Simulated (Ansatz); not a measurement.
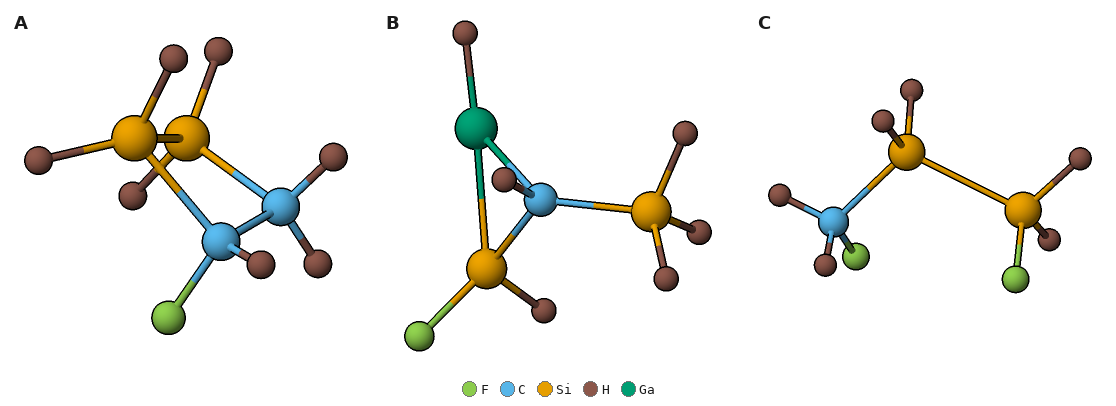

(Drawn from a calculation with Ansatz.)

### Which panel belongs to which SMILES?
(1) F[C@H]1C[SiH2][SiH2]1
(2) FC[SiH2][SiH2]F
(3) F[Si@H]1[GaH][C@@H]1[SiH3]

A is (1), B is (3), C is (2).
